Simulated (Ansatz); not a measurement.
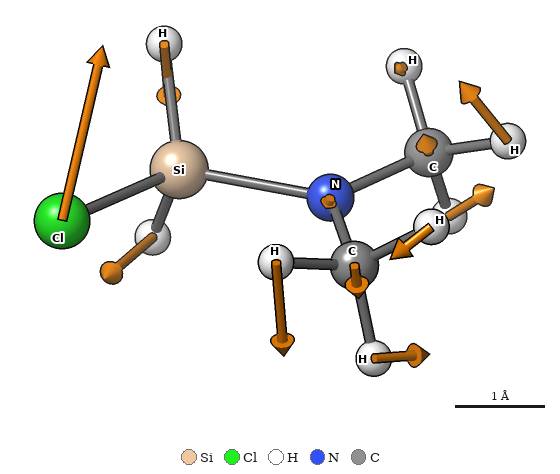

This is a relaxation of C2H8ClNSi. The starting structure is drawn; orange arrows show the displacements, at their true length. The two geometries are superimposed by the best rigid fit.

Style: ball-and-stick. Shown from a free direction.

The run prepares the start of a later molecular dynamics calculation, from a guessed geometry.

Method: RKS B3LYP-D4/6-31G in Ansatz 0.2.0.

The input:
```yaml
crystal:
  periodic: [false, false, false]
  atoms:
    - { symbol: Si, position_ang: [0.0, 0.0, 0.0] }
    - { symbol: Cl, position_ang: [0.0, 0.0, 2.13] }
    - { symbol: H, position_ang: [1.3768, 0.0, -0.4862] }
    - { symbol: H, position_ang: [-0.6877, 1.1914, -0.4862] }
    - { symbol: "N", position_ang: [-0.8572, -1.4851, -0.6061] }
    - { symbol: C, position_ang: [-1.5991, -2.3398, 0.332] }
    - { symbol: H, position_ang: [-1.2218, -2.1735, 1.3626] }
    - { symbol: H, position_ang: [-2.6791, -2.0872, 0.2887] }
    - { symbol: H, position_ang: [-1.4574, -3.4051, 0.0541] }
    - { symbol: C, position_ang: [-0.8082, -1.8308, -2.034] }
    - { symbol: H, position_ang: [-1.6103, -1.2865, -2.5747] }
    - { symbol: H, position_ang: [0.1794, -1.5432, -2.4511] }
    - { symbol: H, position_ang: [-0.9565, -2.9241, -2.1559] }
basis:
  gaussian: { orbitals: "6-31G" }
hamiltonian:
  xc: b3lyp
  dispersion: d4
relax:
  f_tol: 0.02
  max_steps: 40
```

Run as
```bash
ansatz run input.yaml --threads 1 --pin off --max-ram 2048MiB --backend cpu --events-out ev --progress --plain --runs-dir out
```

**What happened in the run?**

The largest move after the best rigid fit is that of Cl2, 2.05 Å. By element the largest moves are Cl 2.05 Å, H 1.61 Å, C 0.54 Å, N 0.20 Å, Si 0.09 Å. Among the contacts that change: Si1–Cl2 2.130 → 2.233 Å, Si1–N5 1.819 → 1.748 Å, Si1–H3 1.460 → 1.491 Å, C10–H12 1.110 → 1.094 Å. Bond angles that change, for instance: H3–Si1–H4 109.5° → 116.1°, C6–N5–C10 120.0° → 114.4°, Cl2–Si1–H3 109.5° → 104.4°. Groups turn about Si1–N5 by about 80°, N5–C10 by about 45°, N5–C6 by about 35°. Over 16 accepted moves (19 points after the start) the energy falls by 12.6 kcal/mol. Largest force component: 1.6 eV/Å at the start, 0.013 eV/Å at the end. The line search rejected the trial steps at points 13, 15, 18 of the run.

Limits of the set-up: the basis has no polarisation functions, which atoms past neon need.
